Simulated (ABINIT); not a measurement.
# BN (P6_3mc): bands and cutoff in G0W0 with ABINIT

Aim: raise bands and screening cutoff together for BN (P6_3mc) and follow gap and time.

Program: ABINIT 10.8.3. Level of theory: PBE and many-body steps on it, plane waves. Results are calculated unless marked as measured.

The database entry behind the starting cell has ideal inner coordinates that were not refined, so it need not match the best structure at ambient conditions.

## 1. The structure

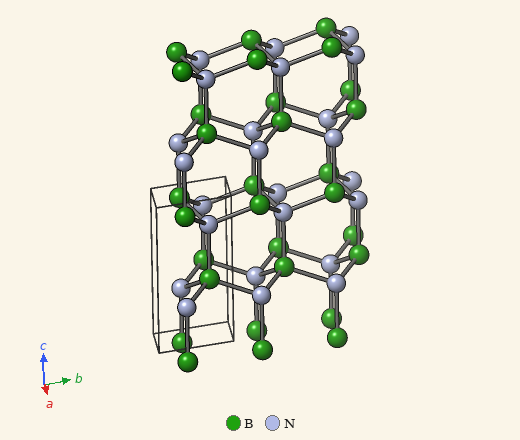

The cell as given, slightly off an axis (boron green, nitrogen light blue). 2×3×2 cells are drawn. Some periodic images of atoms are drawn too.

The cell and positions come from the Crystallography Open Database and are kept as given unless a step says otherwise. This is not the form that BN usually takes at ambient conditions.

## 2. Empty states on the mesh, 6×6×4 mesh, 609 bands

This step: ABINIT 10.8.3; DFT, PBE, plane waves, norm-conserving pseudopotentials.

The sums over transitions need many empty states on a uniform mesh; this step solves for them.

Contents of run.abi:

```
acell 3*1.0 Angstrom
rprim 
  2.536000000002 -0.000000000000 0.000000000000
  -1.268000000000 2.196240423999 0.000000000000
  0.000000000000 0.000000000000 4.199000000000
ntypat 2
znucl 5 7
natom 4
typat 1 1 2 2
xred 
  0.666666666667 0.333333333333 0.000000000000
  0.333333333333 0.666666666667 0.500000000000
  0.666666666667 0.333333333333 0.375000000000
  0.333333333333 0.666666666667 0.875000000000
pp_dirpath "pseudos"
pseudos "B.upf, N.upf"
ecut 36
ngkpt 6 6 4
nshiftk 1
shiftk 0 0 0
kptopt 1
chksymbreak 0
irdden 1
istwfk *1
nband 609
prtvol 0
optdriver 6
gwr_task "HDIAGO"
paral_kgb 0
occopt 1
indata_prefix "in"
outdata_prefix "out"
tmpdata_prefix "tmp"
```

On the command line:

```
OMP_NUM_THREADS=1 mpirun -n 4 abinit run.abi > log
```

The log of the run:

```text
.Version 10.8.3 of ABINIT. v10.8.2 released Aug 2026.

 Symmetries : space group P6_3 m c (#186); Bravais hP (primitive hexag.)
[... echo of the input left out ...]
== DATASET  1 ==================================================================
-   mpi_nproc: 4, omp_nthreads: 1 (-1 if OMP is not activated)

--- !DatasetInfo
iteration_state: {dtset: 1, }
dimensions: {natom: 4, nkpt: 21, mband: 609, nsppol: 1, nspinor: 1, nspden: 1, mpw: 1677, }
cutoff_energies: {ecut:  36.0, pawecutdg:  -1.0, }
[...]
Indirect band gap semiconductor
 Fundamental gap:     5.280 (eV)
   VBM:     8.503 (eV) at k: [ 0.0000E+00,  0.0000E+00,  0.0000E+00]
   CBM:    13.783 (eV) at k: [ 3.3333E-01,  3.3333E-01,  0.0000E+00]
 Direct gap:         8.451 (eV) at k: [ 1.6667E-01,  0.0000E+00,  0.0000E+00]

== END DATASET(S) ==============================================================
================================================================================

 -outvars: echo values of variables after computation  --------
           etotal      0.0000000000E+00
            nband         609
             nkpt          21
          spgroup         186
 [... the other variables as echoed above ...]

 Calculation completed.
```

Wall time 31 s (4 MPI ranks of Arm Neoverse V1, shared host); peak memory 0.86 GiB; 2.1 min of CPU time.

This step gave:

| Quantity | Value |
| --- | --- |
| gap | 5.280 eV |
| k of the valence top | 0, 0, 0 |
| k of the conduction bottom | 0.3333, 0.3333, 0 |
| least direct gap | 8.451 eV |
| k points computed | 21 |
| lowest point of the top converged band, above the valence top | 474.8995 eV |

On this mesh the gap is 5.280 eV.

The density comes from a self-consistent run that is not shown.

## 3. Screening, 6×6×4 mesh, 82 bands, screening to 149.7 eV

The RPA dielectric matrix is built and inverted for each q.

This step: RPA screening on PBE, plane waves, norm-conserving pseudopotentials.

run.abi, as its differences from that of step 2:

```diff
@@ -22,10 +22,11 @@
 chksymbreak 0
-irdden 1
 istwfk *1
-nband 609
-prtvol 0
-optdriver 6
-gwr_task "HDIAGO"
-paral_kgb 0
 occopt 1
+irdwfk 1
+optdriver 3
+nband 82
+ecuteps 5.5
+inclvkb 2
+awtr 1
+symchi 1
 indata_prefix "in"
```

The log of the run:

```text
.Version 10.8.3 of ABINIT. v10.8.2 released Aug 2026.

 Symmetries : space group P6_3 m c (#186); Bravais hP (primitive hexag.)
[... echo of the input left out ...]
== DATASET  1 ==================================================================
-   mpi_nproc: 4, omp_nthreads: 1 (-1 if OMP is not activated)

--- !DatasetInfo
iteration_state: {dtset: 1, }
dimensions: {natom: 4, nkpt: 21, mband: 82, nsppol: 1, nspinor: 1, nspden: 1, mpw: 1677, }
cutoff_energies: {ecut:  36.0, pawecutdg:  -1.0, }
electrons: {nelect:   1.60000000E+01, charge:   0.00000000E+00, occopt:   1.00000000E+00, tsmear:   1.00000000E-02, }

 SCREENING: Calculation of the susceptibility and dielectric matrices

 Based on a program developped by R.W. Godby, V. Olevano, G. Onida, and L. Reining.
 Incorporated in ABINIT by V. Olevano, G.-M. Rignanese, and M. Torrent.
.Using double precision arithmetic ; gwpc =  8

[... cell and pseudopotentials left out ...]
--------------------------------------------------------------------------------

 ==== K-mesh for the wavefunctions ====
 Number of points in the irreducible wedge :    21
[... list of points left out ...]
 Together with 12 symmetry operations and time-reversal symmetry
 yields   144 points in the full Brillouin Zone.

 ==== Q-mesh for the screening function ====
 Number of points in the irreducible wedge :    21
[... list of points left out ...]
 Together with 12 symmetry operations and time-reversal symmetry
 yields   144 points in the full Brillouin Zone.

 setmesh: FFT mesh size selected  =    15x   15x   30
          total number of points  =         6750

 vcoul_init : cutoff-mode = AUXILIARY_FUNCTION
 q-points for optical limit:   1
     1)      0.000010    0.000020    0.000030

- screening: taking advantage of time-reversal symmetry
- Maximum band index for partially occupied states nbvw = 8
- Remaining bands to be divided among processors   nbcw = 74
- Number of bands treated by each node ~18

 Number of electrons calculated from density =   16.0000; Expected =   16.0000
 average of density, n =  0.101379
 r_s =    1.3304
 omega_plasma =   30.7135 [eV]

 calculating chi0 at frequencies [eV] :
  1    0.000000E+00    0.000000E+00
  2    0.000000E+00    3.071353E+01

--------------------------------------------------------------------------------
  q-point number  1        q = ( 0.000000, 0.000000, 0.000000) [r.l.u.]
--------------------------------------------------------------------------------
[... chi0 elements left out ...]
 For q-point:  0.000010 0.000020 0.000030
  dielectric constant =   4.3588
  dielectric constant without local fields =   4.6878

  Average fulfillment of the sum rule on Im[epsilon] for q-point    1 :     83.06  [%]
[... wings left out ...]
  q-point number  2        q = ( 0.166667, 0.000000, 0.000000) [r.l.u.]
--------------------------------------------------------------------------------
[... chi0 elements left out ...]
  Average fulfillment of the sum rule on Im[epsilon] for q-point    2 :     91.83  [%]

 [... 19 further q-points ...]
```

The job ended after 31 s (4 MPI ranks; peak memory 0.55 GiB; 2.1 min of CPU time).

Numbers from this step:

```yaml
eps_infinity_with_local_fields_on_this_mesh_along_the_program_s_q_direction: 4.359
the_same_without_local_fields: 4.688
plasma_frequency: 30.71 eV
plane_waves_in_the_screening_matrix: 99
```

Local fields lower ε∞ by 7 %. On a Γ-centred mesh this coarse the value itself is usually too large, while a short band sum pulls it down.

## 4. 82 bands, 149.7 eV

The self-energy is evaluated for the states that the input lists, and the levels follow from it, in one-shot runs by the linearised quasiparticle equation.

This step: G0W0 on PBE, plane waves, norm-conserving pseudopotentials.

run.abi, as its differences from that of step 3:

```diff
@@ -25,8 +25,25 @@
 irdwfk 1
-optdriver 3
+optdriver 4
 nband 82
+gwcalctyp 0
+ecutsigx 36
+symsigma 1
+nkptgw 6
+kptgw 
+  0.0000000000 0.0000000000 0.0000000000
+  0.3333333333 0.3333333333 0.0000000000
+  0.1666666667 0.0000000000 0.0000000000
+  0.5000000000 0.0000000000 0.0000000000
+  0.0000000000 0.0000000000 0.5000000000
+  0.5000000000 0.0000000000 0.5000000000
+bdgw 
+  7 10
+  7 11
+  7 10
+  7 10
+  5 10
+  7 10
 ecuteps 5.5
-inclvkb 2
-awtr 1
-symchi 1
+irdscr 1
+ppmodel 1
 indata_prefix "in"
```

The log of the run:

```text
.Version 10.8.3 of ABINIT. v10.8.2 released Aug 2026.

 Symmetries : space group P6_3 m c (#186); Bravais hP (primitive hexag.)
[... echo of the input left out ...]
== DATASET  1 ==================================================================
-   mpi_nproc: 4, omp_nthreads: 1 (-1 if OMP is not activated)

--- !DatasetInfo
iteration_state: {dtset: 1, }
dimensions: {natom: 4, nkpt: 21, mband: 82, nsppol: 1, nspinor: 1, nspden: 1, mpw: 1677, }
cutoff_energies: {ecut:  36.0, pawecutdg:  -1.0, }
electrons: {nelect:   1.60000000E+01, charge:   0.00000000E+00, occopt:   1.00000000E+00, tsmear:   1.00000000E-02, }

 SIGMA: Calculation of the GW corrections

 Based on a program developped by R.W. Godby, V. Olevano, G. Onida, and L. Reining.
 Incorporated in ABINIT by V. Olevano, G.-M. Rignanese, and M. Torrent.
.Using double precision arithmetic ; gwpc =  8

[... cell and pseudopotentials left out ...]
--------------------------------------------------------------------------------

 ==== K-mesh for the wavefunctions ====
 Number of points in the irreducible wedge :    21
[... list of points left out ...]
 Together with 12 symmetry operations and time-reversal symmetry
 yields   144 points in the full Brillouin Zone.

 ==== Q-mesh for screening function ====
 Number of points in the irreducible wedge :    21
[... list of points left out ...]
 Together with 12 symmetry operations and time-reversal symmetry
 yields   144 points in the full Brillouin Zone.

 vcoul_init : cutoff-mode = AUXILIARY_FUNCTION
 q-points for optical limit:   1
     1)      0.000010    0.000020    0.000030
 setmesh: FFT mesh size selected  =    27x   27x   48
          total number of points  =        34992

 Number of electrons calculated from density =   16.0000; Expected =   16.0000
 average of density, n =  0.101379
 r_s =    1.3304
 omega_plasma =   30.7135 [eV]

 === KS Band Gaps ===
  >>>> For spin  1
   Minimum direct gap =   8.4515 [eV], located at k-point      :   0.1667  0.0000  0.0000
   Fundamental gap    =   5.2801 [eV], Top of valence bands at :   0.0000  0.0000  0.0000
                                       Bottom of conduction at :   0.3333  0.3333  0.0000
 SIGMA fundamental parameters:
 PLASMON POLE MODEL  1
 number of plane-waves for SigmaX                 1677
 number of plane-waves for SigmaC and W             99
 number of plane-waves for wavefunctions          1677
 number of bands                                    82
 number of independent spin polarizations            1
 number of spinorial components                      1
 number of k-points in IBZ                          21
 number of q-points in IBZ                          21
 number of symmetry operations                      12
 number of k-points in BZ                          144
 number of q-points in BZ                          144
 number of frequencies for dSigma/dE                 9
 frequency step for dSigma/dE [eV]                0.25
 number of omega for Sigma on real axis              0
 max omega for Sigma on real axis  [eV]           0.00
 zcut for avoiding poles [eV]                     0.10

 EPSILON^-1 parameters (SCR file):
 dimension of the eps^-1 matrix on file             99
 dimension of the eps^-1 matrix used                99
 number of plane-waves for wavefunctions          1677
 number of bands                                    82
 number of q-points in IBZ                          21
 number of frequencies                               2
 number of real frequencies                          1
 number of imag frequencies                          1

 matrix elements of self-energy operator (all in [eV])

 Perturbative Calculation

--- !SelfEnergy_ee
iteration_state: {dtset: 1, }
kpoint     : [   0.000,    0.000,    0.000, ]
spin       : 1
KS_gap     :    8.505
QP_gap     :   10.378
Delta_QP_KS:    1.873
data: !SigmaeeData |
     Band     E0 <VxcDFT>   SigX SigC(E0)      Z dSigC/dE  Sig(E)    E-E0       E
        7   8.503 -18.687 -22.262   2.886   0.830  -0.205 -19.259  -0.572   7.931
        8   8.503 -18.687 -22.262   2.886   0.830  -0.205 -19.259  -0.572   7.931
        9  17.008 -13.569  -6.969  -5.060   0.845  -0.183 -12.268   1.301  18.309
       10  17.008 -13.569  -6.969  -5.060   0.845  -0.183 -12.268   1.301  18.309

--- !SelfEnergy_ee
iteration_state: {dtset: 1, }
kpoint     : [   0.333,    0.333,    0.000, ]
spin       : 1
KS_gap     :   10.725
QP_gap     :   12.756
Delta_QP_KS:    2.031
data: !SigmaeeData |
     Band     E0 <VxcDFT>   SigX SigC(E0)      Z dSigC/dE  Sig(E)    E-E0       E
        7   3.059 -16.186 -21.473   3.770   0.819  -0.220 -17.429  -1.243   1.816
        8   3.059 -16.186 -21.473   3.770   0.819  -0.220 -17.429  -1.243   1.816
[...]
--- !SelfEnergy_ee
iteration_state: {dtset: 1, }
kpoint     : [   0.167,    0.000,    0.000, ]
spin       : 1
KS_gap     :    8.451
QP_gap     :   10.182
Delta_QP_KS:    1.730
data: !SigmaeeData |
     Band     E0 <VxcDFT>   SigX SigC(E0)      Z dSigC/dE  Sig(E)    E-E0       E
[...]
--- !SelfEnergy_ee
iteration_state: {dtset: 1, }
kpoint     : [   0.500,    0.000,    0.000, ]
spin       : 1
KS_gap     :    9.005
QP_gap     :   10.663
Delta_QP_KS:    1.658
data: !SigmaeeData |
     Band     E0 <VxcDFT>   SigX SigC(E0)      Z dSigC/dE  Sig(E)    E-E0       E
[...]
--- !SelfEnergy_ee
iteration_state: {dtset: 1, }
kpoint     : [   0.000,    0.000,    0.500, ]
spin       : 1
KS_gap     :   10.859
QP_gap     :   12.779
Delta_QP_KS:    1.921
data: !SigmaeeData |
     Band     E0 <VxcDFT>   SigX SigC(E0)      Z dSigC/dE  Sig(E)    E-E0       E
[...]
--- !SelfEnergy_ee
iteration_state: {dtset: 1, }
kpoint     : [   0.500,    0.000,    0.500, ]
spin       : 1
KS_gap     :   10.305
QP_gap     :   12.217
Delta_QP_KS:    1.912
data: !SigmaeeData |
     Band     E0 <VxcDFT>   SigX SigC(E0)      Z dSigC/dE  Sig(E)    E-E0       E
[...]
8   4.912 -17.140 -21.841   3.472   0.823  -0.214 -18.152  -1.012   3.900
        9  15.218 -13.150  -7.406  -4.686   0.850  -0.176 -12.250   0.900  16.117
       10  15.218 -13.150  -7.406  -4.686   0.850  -0.176 -12.251   0.900  16.117

== END DATASET(S) ==============================================================
================================================================================

 -outvars: echo values of variables after computation  --------
           etotal      0.0000000000E+00
            nband          82
             nkpt          21
          spgroup         186
 [... the other variables as echoed above ...]

 Calculation completed.
```

The job ended after 13 s (4 MPI ranks; peak memory 0.6 GiB).

This step gave:

```yaml
g0w0_gap_on_the_mesh: 6.64 eV
starting_gap_on_the_mesh: 5.280 eV
k_of_the_valence_top: 0, 0, 0
k_of_the_conduction_bottom: 0.3333, 0.3333, 0
z_at_the_valence_top: 0.83
z_at_the_conduction_bottom: 0.859
least_direct_g0w0_gap_on_the_computed_points: 10.18 eV
```

The gap on the mesh goes from 5.28 eV to 6.64 eV, a correction of +1.36 eV.

## 5. Screening, 6×6×4 mesh, 125 bands, screening to 203.5 eV

This step: RPA screening on PBE, plane waves, norm-conserving pseudopotentials.

Contents of run.abi:

```
acell 3*1.0 Angstrom
rprim 
  2.536000000002 -0.000000000000 0.000000000000
  -1.268000000000 2.196240423999 0.000000000000
  0.000000000000 0.000000000000 4.199000000000
ntypat 2
znucl 5 7
natom 4
typat 1 1 2 2
xred 
  0.666666666667 0.333333333333 0.000000000000
  0.333333333333 0.666666666667 0.500000000000
  0.666666666667 0.333333333333 0.375000000000
  0.333333333333 0.666666666667 0.875000000000
pp_dirpath "pseudos"
pseudos "B.upf, N.upf"
ecut 36
ngkpt 6 6 4
nshiftk 1
shiftk 0 0 0
kptopt 1
chksymbreak 0
istwfk *1
occopt 1
irdwfk 1
optdriver 3
nband 125
ecuteps 7.48
inclvkb 2
awtr 1
symchi 1
indata_prefix "in"
outdata_prefix "out"
tmpdata_prefix "tmp"
```

The log of the run:

```text
.Version 10.8.3 of ABINIT. v10.8.2 released Aug 2026.

 Symmetries : space group P6_3 m c (#186); Bravais hP (primitive hexag.)
[... echo of the input left out ...]
== DATASET  1 ==================================================================
-   mpi_nproc: 4, omp_nthreads: 1 (-1 if OMP is not activated)

--- !DatasetInfo
iteration_state: {dtset: 1, }
dimensions: {natom: 4, nkpt: 21, mband: 125, nsppol: 1, nspinor: 1, nspden: 1, mpw: 1677, }
cutoff_energies: {ecut:  36.0, pawecutdg:  -1.0, }
electrons: {nelect:   1.60000000E+01, charge:   0.00000000E+00, occopt:   1.00000000E+00, tsmear:   1.00000000E-02, }

 SCREENING: Calculation of the susceptibility and dielectric matrices

 Based on a program developped by R.W. Godby, V. Olevano, G. Onida, and L. Reining.
 Incorporated in ABINIT by V. Olevano, G.-M. Rignanese, and M. Torrent.
.Using double precision arithmetic ; gwpc =  8

[... cell and pseudopotentials left out ...]
--------------------------------------------------------------------------------

 ==== K-mesh for the wavefunctions ====
 Number of points in the irreducible wedge :    21
[... list of points left out ...]
 Together with 12 symmetry operations and time-reversal symmetry
 yields   144 points in the full Brillouin Zone.

 ==== Q-mesh for the screening function ====
 Number of points in the irreducible wedge :    21
[... list of points left out ...]
 Together with 12 symmetry operations and time-reversal symmetry
 yields   144 points in the full Brillouin Zone.

 setmesh: FFT mesh size selected  =    18x   18x   32
          total number of points  =        10368

 vcoul_init : cutoff-mode = AUXILIARY_FUNCTION
 q-points for optical limit:   1
     1)      0.000010    0.000020    0.000030

- screening: taking advantage of time-reversal symmetry
- Maximum band index for partially occupied states nbvw = 8
- Remaining bands to be divided among processors   nbcw = 117
- Number of bands treated by each node ~29

 Number of electrons calculated from density =   16.0000; Expected =   16.0000
 average of density, n =  0.101379
 r_s =    1.3304
 omega_plasma =   30.7135 [eV]

 calculating chi0 at frequencies [eV] :
  1    0.000000E+00    0.000000E+00
  2    0.000000E+00    3.071353E+01

--------------------------------------------------------------------------------
  q-point number  1        q = ( 0.000000, 0.000000, 0.000000) [r.l.u.]
--------------------------------------------------------------------------------
[... chi0 elements left out ...]
 For q-point:  0.000010 0.000020 0.000030
  dielectric constant =   4.3455
  dielectric constant without local fields =   4.6891

  Average fulfillment of the sum rule on Im[epsilon] for q-point    1 :     90.11  [%]
[... wings left out ...]
  q-point number  2        q = ( 0.166667, 0.000000, 0.000000) [r.l.u.]
--------------------------------------------------------------------------------
[... chi0 elements left out ...]
  Average fulfillment of the sum rule on Im[epsilon] for q-point    2 :     95.73  [%]

 [... 19 further q-points ...]
```

The job ended after 69 s (4 MPI ranks; peak memory 0.86 GiB; 4.6 min of CPU time).

This step gave:

```yaml
eps_infinity_with_local_fields_on_this_mesh_along_the_program_s_q_direction: 4.346
the_same_without_local_fields: 4.689
plasma_frequency: 30.71 eV
plane_waves_in_the_screening_matrix: 147
```

(Continued in part 2 of 2.)

[Paths, hosts, dates, memory and timing lines, banners, echoed tables and standing remarks are left out of the program output.]

[Logs are printed without paths, hosts, clocks, repeated set-up lines and the standing remarks that a program may print on its own settings, such as how far it seeks lower states.]

[Runs of the session that timed out or met a known fault of the program may be left out.]

[Hosts, paths, dates, database ids (printed as entryN), source tags and the programs' standing remarks are cut or masked in the printed files.]

[G0W0 gaps are taken among the corrected bands and points alone; a level outside them can change the order at an edge.]

[Where Ansatz stands beside ABINIT at settings called matched, ABINIT's density can come from a denser mesh and the files from another edition; pairs whose starting gaps differed by over 0.03 eV were left out, so agreement reads better than it is.]
